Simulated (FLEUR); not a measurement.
## Collinear magnetic orders of NdAl3Pd2 with FLEUR

Wanted: the moments of NdAl3Pd2 and the energy of each order that was tried.

Main program and level: FLEUR MaX-R8.1; LDA (VWN) with U = 4.02 eV, J = 0.7 eV on Nd f; all-electron FLAPW, Dirac cores, scalar-relativistic bands.

## Step 1: Set-up

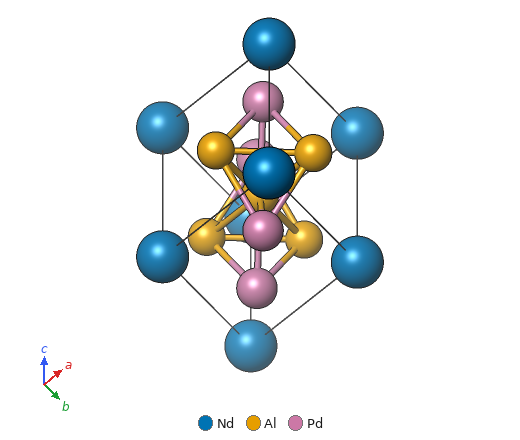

Start, viewed from a free direction; neodymium blue, aluminium orange, palladium pink. Some periodic images of atoms are drawn too.

Coordinates:

```xyz
6
Lattice="5.4599 0.0000 0.0000 -2.7299 4.7284 0.0000 0.0000 0.0000 4.2030" Properties=species:S:1:pos:R:3 pbc="T T T"
Nd    0.0000    0.0000    0.0000
Al   -1.3650    2.3642    2.1015
Al    1.3650    2.3642    2.1015
Al    2.7299    0.0000    2.1015
Pd    0.0000    3.1523    0.0000
Pd    2.7299    1.5761    0.0000
```

The cell comes from a database of computed structures and need not be the stable phase.

## Step 2: Start 1: ferro +

The parallel start comes first: it shows whether parallel moments hold. A Hubbard U acts on the open shell, since semilocal functionals spread its electrons too much.

The file n_mmp_mat seeds the f occupations with whole cubic orbitals by Hund's first rule, so that the U acts from the first pass. inpgen writes inp.xml from crystal.txt; cutoffs, mixing, functional, smearing and local orbitals are then set in the file. The k list default-1 (kpts.xml, not shown) is a Γ-centred 6×6×6 mesh; where the ranks do not divide the number of points, some are split in two of half the weight.

File inp.xml:

```
<?xml version="1.0" encoding="UTF-8" standalone="no"?>
<fleurInput fleurInputVersion="0.39">
   <comment>
      NdAl3Pd2
   </comment>
   <calculationSetup>
      <cutoffs Kmax="3.93" Gmax="11.8" GmaxXC="11.8" numbands="0"/>
      <scfLoop itmax="130" minDistance="0.0001" maxIterBroyd="15" imix="Anderson" alpha="0.05" precondParam="0.0" spinf="2.0" sdNocoIR="T"/>
      <coreElectrons ctail="T" frcor="F" kcrel="0" coretail_lmax="0"/>
      <xcFunctional name="vwn" relativisticCorrections="F"/>
      <magnetism jspins="2"/>
      <soc l_soc="F" theta="0.0" phi="0.0" spav="F"/>
      <expertModes spex="0" secvar="F"/>
      <geometryOptimization l_f="F" forcealpha="1.0" forcemix="BFGS" epsdisp="0.00001" epsforce="0.00001"/>
      <ldaU l_linMix="F" mixParam="0.05" spinf="1.0"/>
   </calculationSetup>
   <cell>
      <bzIntegration valenceElectrons="55.0" mode="hist" fermiSmearingEnergy="0.00293995">
         <kPointListSelection listName="default-1"/>
         <xi:include xmlns:xi="http://www.w3.org/2001/XInclude" href="kpts.xml"> </xi:include>
      </bzIntegration>
      <xi:include xmlns:xi="http://www.w3.org/2001/XInclude" href="sym.xml"> </xi:include>
      <bulkLattice scale="1.0">
         <bravaisMatrix>
            <row-1>   10.3177089785832852    -0.0000000000377945     0.0000000000000000</row-1>
            <row-2>   -5.1588544892632964     8.9353980843333254     0.0000000000000000</row-2>
            <row-3>    0.0000000000000000     0.0000000000000000     7.9424688617460193</row-3>
         </bravaisMatrix>
      </bulkLattice>
   </cell>
   <atomSpecies>
      <species name="Neodymium 3.001" element="Nd" atomicNumber="60">
         <mtSphere radius="2.8" gridPoints="925" logIncrement="0.014"/>
         <atomicCutoffs lmax="10" lnonsphr="8"/>
         <electronConfig flipSpins="F">
            <coreConfig>(1s1/2) (2s1/2) (2p1/2) (2p3/2) (3s1/2) (3p1/2) (3p3/2) (4s1/2) (3d3/2) (3d5/2) (4p1/2) (4p3/2) (4d3/2) (4d5/2)</coreConfig>
            <valenceConfig>(5s1/2) (5p1/2) (5p3/2) (6s1/2) (4f5/2) (4f7/2)</valenceConfig>
            <stateOccupation state="(4f5/2)" spinUp="1.2147857142857" spinDown="0.4995"/>
            <stateOccupation state="(4f7/2)" spinUp="2.2857142857143" spinDown="0.0"/>
         </electronConfig>
         <energyParameters s="6" p="6" d="5" f="4"/>
         <ldaU l="3" U="4.02" J="0.7" l_amf="F"/>
         <lo type="SCLO" l="0" n="5" eDeriv="0"/>
         <lo type="SCLO" l="1" n="5" eDeriv="0"/>
      </species>
      <species name="Aluminum (Al)" element="Al" atomicNumber="13">
         <mtSphere radius="1.91" gridPoints="631" logIncrement="0.018"/>
         <atomicCutoffs lmax="8" lnonsphr="6"/>
         <electronConfig flipSpins="F">
            <coreConfig>(1s1/2) (2s1/2) (2p1/2) (2p3/2)</coreConfig>
            <valenceConfig>(3s1/2) (3p1/2) (3p3/2)</valenceConfig>
            <stateOccupation state="(3p1/2)" spinUp="0.166667" spinDown="0.166667"/>
            <stateOccupation state="(3p3/2)" spinUp="0.333333" spinDown="0.333333"/>
         </electronConfig>
         <energyParameters s="3" p="3" d="3" f="4"/>
      </species>
      <species name="Palladium (Pd)" element="Pd" atomicNumber="46">
         <mtSphere radius="2.8" gridPoints="925" logIncrement="0.014"/>
         <atomicCutoffs lmax="10" lnonsphr="8"/>
         <electronConfig flipSpins="F">
            <coreConfig>(1s1/2) (2s1/2) (2p1/2) (2p3/2) (3s1/2) (3p1/2) (3p3/2) (4s1/2) (3d3/2) (3d5/2)</coreConfig>
            <valenceConfig>(4p1/2) (4p3/2) (5s1/2) (4d3/2) (4d5/2)</valenceConfig>
            <stateOccupation state="(5s1/2)" spinUp="0.500000" spinDown="0.500000"/>
            <stateOccupation state="(4d3/2)" spinUp="1.800000" spinDown="1.800000"/>
            <stateOccupation state="(4d5/2)" spinUp="2.700000" spinDown="2.700000"/>
         </electronConfig>
         <energyParameters s="5" p="5" d="4" f="4"/>
         <lo type="SCLO" l="1" n="4" eDeriv="0"/>
      </species>
   </atomSpecies>
   <atomGroups>
      <atomGroup species="Neodymium 3.001">
         <relPos label="                   1">.0000000000 .0000000000 .0000000000</relPos>
         <force calculate="T" relaxXYZ="TTT"/>
      </atomGroup>
      <atomGroup species="Aluminum (Al)">
         <relPos label="                   2">.0000000000 1.000/2.000 1.000/2.000</relPos>
         <relPos label="                   3">1.000/2.000 1.000/2.000 1.000/2.000</relPos>
         <relPos label="                   4">1.000/2.000 .0000000000 1.000/2.000</relPos>
         <force calculate="T" relaxXYZ="TTT"/>
      </atomGroup>
      <atomGroup species="Palladium (Pd)">
         <relPos label="                   5">1.000/3.000 -1.000/3.000 .0000000000</relPos>
         <relPos label="                   6">-1.000/3.000 1.000/3.000 .0000000000</relPos>
         <force calculate="T" relaxXYZ="TTT"/>
      </atomGroup>
   </atomGroups>
   <output dos="F" band="F" slice="F">
      <bandDOS minEnergy="-.5*Htr" maxEnergy="0.5*Htr" sigma="0.015" storeEVData="T"/>
      <plotting iplot="0" polar="F">
         <plot TwoD="T" vec1="  1.0  0.0  0.0" vec2="  0.0  1.0  0.0" vec3="  0.0  0.0  1.0" zero="  0.0  0.0  0.0" file="plot"/>
      </plotting>
      <moessbauerParams electricFieldGradient="F" isomerShift="F" coreHyperfine="F" valenceHyperfine="F"/>
   </output>
</fleurInput>
```

File crystal.txt:

```
NdAl3Pd2
&input film=F cartesian=F /
5.45989646027  -0.00000000002  0.00000000000
-2.72994823012  4.72840903664  0.00000000000
0.00000000000  0.00000000000  4.20297352000
1.8897261246
1.0 1.0 1.0

6
60 0.00000000000  0.00000000000  0.00000000000 : 3.001
13 0.00000000000  0.50000000000  0.50000000000
13 0.50000000000  0.50000000000  0.50000000000
13 0.50000000000  0.00000000000  0.50000000000
46 0.33333333333  0.66666666667  0.00000000000
46 0.66666666667  0.33333333333  0.00000000000

&kpt div1=6 div2=6 div3=6 gamma=T /
```

Started as:

```bash
> OMP_NUM_THREADS=1 inpgen -f crystal.txt > inpgen.log  # inp.xml is then edited as shown
> OMP_NUM_THREADS=1 mpirun -n 4 fleur_MPI > fleur.log
```

The log of the run:

```text
Welcome to FLEUR        (www.flapw.de)
      MaX-Release 8.1          (www.max-centre.eu)

 ========== k-point set info ==========
 Selected k-point list: default-1
 k-point list type: mesh
 6 x 6 x 6
 Number of k points: 28

 ------------Calculation Setup---------------------------
 Number of MPI-tasks      :            4
 Number of PE/node        :            4
 Number of OMP-threads    :            1
 k-points in parallel     :            4
 pe's per k-point         :            1
 No of k-point loops      :            7
 Eigenvalue solver        :       lapack
 Number of basis functions:          802
 Approximate size of matrices (H+S) per k-point:         0.010 GB
 --------------------------------------------------------
 Iteration:     1   Distance:      42.45499576 me/bohr^3
 Iteration:     2   Distance:      14.28349859 me/bohr^3
 Iteration:     3   Distance:      12.40028540 me/bohr^3
 Iteration:     4   Distance:      60.37025918 me/bohr^3
 Invalid elements in DFT+U matrix after mixing:
 Reset of history
 Iteration:     5   Distance:      58.27033419 me/bohr^3
 Iteration:     6   Distance:      55.80667152 me/bohr^3
 Iteration:     7   Distance:      15.39536321 me/bohr^3
 Iteration:     8   Distance:      12.31363345 me/bohr^3
 Iteration:     9   Distance:       9.09495285 me/bohr^3
 Iteration:    10   Distance:      22.33713333 me/bohr^3
[... 21 iterations left out ...]
 Iteration:    32   Distance:       0.03521570 me/bohr^3
 Iteration:    33   Distance:       0.00480558 me/bohr^3
 Iteration:    34   Distance:       0.01394893 me/bohr^3
 Iteration:    35   Distance:       0.00342678 me/bohr^3
 Iteration:    36   Distance:       0.00104595 me/bohr^3
 Iteration:    37   Distance:       0.00158000 me/bohr^3
 Iteration:    38   Distance:       0.00062549 me/bohr^3
 Iteration:    39   Distance:       0.00041384 me/bohr^3
 Iteration:    40   Distance:       0.00022143 me/bohr^3
 Iteration:    41   Distance:       0.00005356 me/bohr^3

 ********************************************************************
 Run finished successfully
 Stop message:
   all done
 ********************************************************************

--- out.xml (last complete iteration) ---
<iteration numberForCurrentRun="   41" overallNumber="   41">
         [... left out ...]
         <bandgap value="0.0012180781" units="eV"/>
         <sumValenceSingleParticleEnergies value="-15.5042578181" units="Htr"/>
         <FermiEnergy value="0.3212491839" units="Htr"/>
         <valenceDensity>
            <mtCharges spin="1">
               <mtCharge atomType="1" total="7.5691341" s="1.0492684" p="2.9158315" d="0.3841400" f="3.2169235"/>
               <mtCharge atomType="2" total="0.3932991" s="0.1889345" p="0.1798940" d="0.0224281" f="0.0017758"/>
               <mtCharge atomType="3" total="7.9694261" s="0.3144984" p="3.3131232" d="4.3196697" f="0.0183577"/>
            </mtCharges>
            <mtCharges spin="2">
               <mtCharge atomType="1" total="4.3008134" s="1.0444534" p="2.8980719" d="0.3205360" f="0.0348349"/>
               <mtCharge atomType="2" total="0.3952574" s="0.1910023" p="0.1805567" d="0.0216763" f="0.0017560"/>
               <mtCharge atomType="3" total="7.9789259" s="0.3155652" p="3.3022357" d="4.3398939" f="0.0177912"/>
            </mtCharges>
            <spinDependentCharge spin="1" total="29.1870221" interstitial="4.4991386" mtSpheres="24.6878835"/>
            <spinDependentCharge spin="2" total="25.8129779" interstitial="4.3685405" mtSpheres="21.4444374"/>
            <totalCharge value="55.0000000000"/>
         </valenceDensity>
         [... left out ...]
         <allElectronCharges>
            <spinDependentCharge spin="1" total="97.1870221" interstitial="4.5275999" mtSpheres="92.6594222"/>
            <spinDependentCharge spin="2" total="93.8129778" interstitial="4.3970069" mtSpheres="89.4159710"/>
            <totalCharge value="190.9999999081"/>
         </allElectronCharges>
         <magneticMomentsInMTSpheres units="muBohr">
            <globalMagMoment atomType="1" vec="0.00000   0.00000   3.26832"/>
            <localMagMoment atomType="1" vec="0.00000   0.00000   3.26832"/>
            <globalMagMoment atomType="2" vec="0.00000   0.00000  -0.00196"/>
            <localMagMoment atomType="2" vec="0.00000   0.00000  -0.00196"/>
            <globalMagMoment atomType="3" vec="0.00000   0.00000  -0.00950"/>
            <localMagMoment atomType="3" vec="0.00000   0.00000  -0.00950"/>
         </magneticMomentsInMTSpheres>
         <moessbauerParams unitsHFF="kG" unitsIS="e/bohr^3" unitsEFG="Htr/bohr^2">
         </moessbauerParams>
         <totalEnergy value="   -20433.8137558809" units="Htr">
            <sumOfEigenvalues value="   -12343.1222243701">
               <coreElectrons value="-12327.6179665520"/>
               <valenceElectrons value="-15.5042578181"/>
            </sumOfEigenvalues>
            <densityCoulombPotentialIntegral value="-33247.6235913924"/>
            <densityEffectivePotentialIntegral value="-33974.5653543085"/>
            <chargeDenXCDenIntegral value="-548.3576529026"/>
            <FockExchangeEnergyValence value="0.0000000000"/>
            <FockExchangeEnergyCore value="0.0000000000"/>
            <atomTypeDependentContributions atomType="1">
               <electronNucleiInteractionDifferentMTs value="11740.8003802853"/>
               <MadelungTerm value="-31.1663103517"/>
            </atomTypeDependentContributions>
            <atomTypeDependentContributions atomType="2">
               <electronNucleiInteractionDifferentMTs value="854.3673969985"/>
               <MadelungTerm value="-24.4468227719"/>
            </atomTypeDependentContributions>
            <atomTypeDependentContributions atomType="3">
               <electronNucleiInteractionDifferentMTs value="12225.7911321899"/>
               <MadelungTerm value="-16.6778009804"/>
            </atomTypeDependentContributions>
            <dftUCorrection value="-0.1624063572"/>
            <tkbTimesEntropy value="0.0048059075"/>
            <freeEnergy value="-20433.8185617883"/>
            <extrapolationTo0K value="-20433.8161588346"/>
         </totalEnergy>
         <ldaUDensityMatrix>
            <densityMatrixFor spin="1" atomType="1" uIndex="1" l="3" U="4.02000000" J="0.70000000">
               (+0.49507,+0.00000) (+0.00000,+0.00000) (+0.00000,+0.00000) (+0.00000,+0.00000) (+0.00000,+0.00000) (+0.00000,+0.00000) (+0.48650,+0.00000)
               (+0.00000,+0.00000) (+0.01229,+0.00000) (+0.00000,+0.00000) (+0.00000,+0.00000) (+0.00000,+0.00000) (+0.00000,+0.00000) (+0.00000,+0.00000)
               (+0.00000,+0.00000) (+0.00000,+0.00000) (+0.61495,+0.00000) (+0.00000,+0.00000) (+0.00000,+0.00000) (+0.00000,+0.00000) (+0.00000,+0.00000)
               (+0.00000,+0.00000) (+0.00000,+0.00000) (+0.00000,+0.00000) (+0.97231,+0.00000) (+0.00000,+0.00000) (+0.00000,+0.00000) (+0.00000,+0.00000)
               (+0.00000,+0.00000) (+0.00000,+0.00000) (+0.00000,+0.00000) (+0.00000,+0.00000) (+0.61495,+0.00000) (+0.00000,+0.00000) (+0.00000,+0.00000)
               (+0.00000,+0.00000) (+0.00000,+0.00000) (+0.00000,+0.00000) (+0.00000,+0.00000) (+0.00000,+0.00000) (+0.01229,+0.00000) (+0.00000,+0.00000)
               (+0.48650,+0.00000) (+0.00000,+0.00000) (+0.00000,+0.00000) (+0.00000,+0.00000) (+0.00000,+0.00000) (+0.00000,+0.00000) (+0.49507,+0.00000)
            </densityMatrixFor>
            <densityMatrixFor spin="2" atomType="1" uIndex="1" l="3" U="4.02000000" J="0.70000000">
               (+0.00768,+0.00000) (+0.00000,+0.00000) (+0.00000,+0.00000) (+0.00000,+0.00000) (+0.00000,+0.00000) (+0.00000,+0.00000) (+0.00078,+0.00000)
               (+0.00000,+0.00000) (+0.00482,+0.00000) (+0.00000,+0.00000) (+0.00000,+0.00000) (+0.00000,+0.00000) (+0.00000,+0.00000) (+0.00000,+0.00000)
               (+0.00000,+0.00000) (+0.00000,+0.00000) (+0.00352,+0.00000) (+0.00000,+0.00000) (+0.00000,+0.00000) (+0.00000,+0.00000) (+0.00000,+0.00000)
               (+0.00000,+0.00000) (+0.00000,+0.00000) (+0.00000,+0.00000) (+0.00280,+0.00000) (+0.00000,+0.00000) (+0.00000,+0.00000) (+0.00000,+0.00000)
               (+0.00000,+0.00000) (+0.00000,+0.00000) (+0.00000,+0.00000) (+0.00000,+0.00000) (+0.00352,+0.00000) (+0.00000,+0.00000) (+0.00000,+0.00000)
               (+0.00000,+0.00000) (+0.00000,+0.00000) (+0.00000,+0.00000) (+0.00000,+0.00000) (+0.00000,+0.00000) (+0.00482,+0.00000) (+0.00000,+0.00000)
               (+0.00078,+0.00000) (+0.00000,+0.00000) (+0.00000,+0.00000) (+0.00000,+0.00000) (+0.00000,+0.00000) (+0.00000,+0.00000) (+0.00768,+0.00000)
            </densityMatrixFor>
         </ldaUDensityMatrix>
         <ldaUDensityMatrixConvergence>
            <distance spin="1" distance="0.000004"/>
            <distance spin="2" distance="0.000000"/>
         </ldaUDensityMatrixConvergence>
         <densityConvergence units="me/bohr^3">
            <chargeDensity spin="1" distance="0.0000506652"/>
            <chargeDensity spin="2" distance="0.0000169989"/>
            <overallChargeDensity distance="0.0000535623"/>
            <spinDensity distance="0.0000533190"/>
         </densityConvergence>
      </iteration>
```

It took 5.6 min on 4 MPI ranks of Intel Xeon Platinum 8259CL at 2.50GHz (Skylake/Cascade Lake), shared host; peak memory 0.41 GiB.

Spin moment in the muffin-tin sphere by atom:

```csv
atom,spin moment in the muffin-tin sphere (μB)
Nd1,3.27
Al2,0.00
Al3,0.00
Al4,0.00
Pd5,-0.01
Pd6,-0.01
```

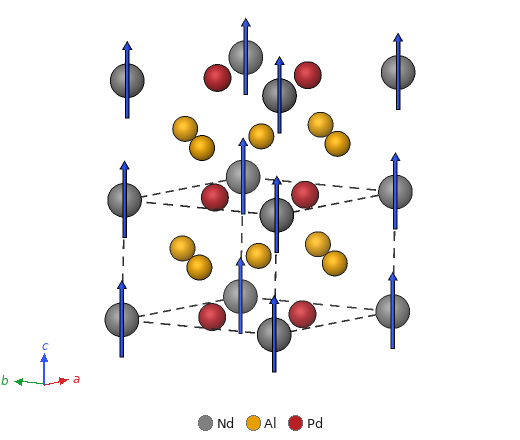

Spin moment in the muffin-tin sphere as arrows, the longest 3.27 μB. Up and down stand for the sign. Arrows give size and sign along the axis of quantisation, drawn up and down the page. 1×1×2 cells are drawn. Some periodic images of atoms are drawn too.

This step gave:

- free energy: -556032.5294 eV
- program's band gap on this mesh (in a metal only a level spacing): 0.001218 eV
- magnetization: 3.374 μB
- final state: ferromagnetic

After 41 cycles the largest moment stands at 3.27 μB.

(Part 1 of 2 ends here.)

[Logs and program files are shortened in this print: banners, set-up blocks, solver, clock and traceback lines can be left out without a mark of their own.]

[Logs are printed without paths, hosts, clocks, repeated set-up lines and the standing remarks that a program may print on its own settings, such as how far it seeks lower states.]

[Hosts, paths, dates, database ids (printed as entryN), source tags and the programs' standing remarks are cut or masked in the printed files.]

[Where a cell is said to come from a database of computed structures, the database is the Materials Project.]
